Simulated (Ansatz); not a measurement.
```xyz
10

Si   -0.4698   -0.9377   -0.6360
Cl    1.5591   -1.9662    0.4307
H     0.2120   -1.2128   -1.9040
H    -1.2265   -1.9003    0.1701
Cl   -2.0199    0.3443   -1.2862
H     0.7706   -0.4281    0.3918
Si    0.2646    1.2379    0.5919
H    -0.9640    1.4495    1.3825
H     1.4718    1.3065    1.4533
H     0.4020    2.1068   -0.5940
```

A transition-state structure; geometry: PBE0-D4/def2-TZVP.

Method: RKS PBE0-D4/def2-TZVPP in Ansatz 0.2.0.

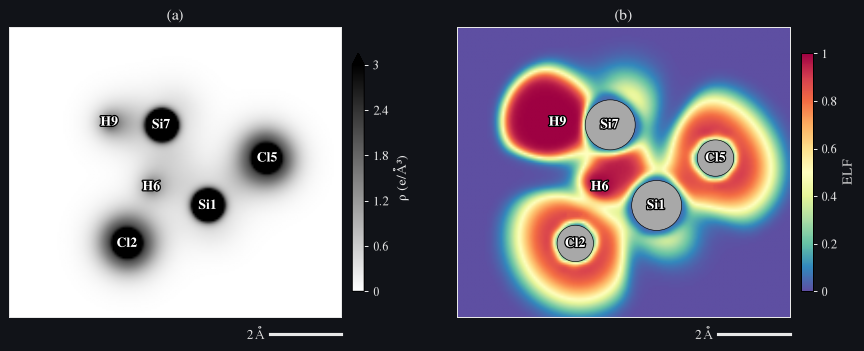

ClH₃Si···Cl···H₃Si. (a) total electron density; (b) electron localisation function on the plane of atoms Cl5, Si1 and H6. Grey discs cover the atomic cores in the ELF map.

Describe what can be read from this map.

The section cuts through Si, Cl and H sites. Si7···H6 (1.75 Å): the density falls to about 0.52 e/Å³ on the way; the ELF climbs to about 1 towards the hydrogen, as it does in any bond to H. Si–Cl (2.11 Å): ρ at the midpoint is about 0.81 e/Å³; the ELF peaks at about 0.85 between the atoms; a shared but strongly polarised pair. Si–H (1.48 Å): the density is about 0.83 e/Å³ at the midpoint; the ELF climbs to about 1 towards the hydrogen. The ELF also peaks beside Cl5, away from the bonds: lone-pair regions.
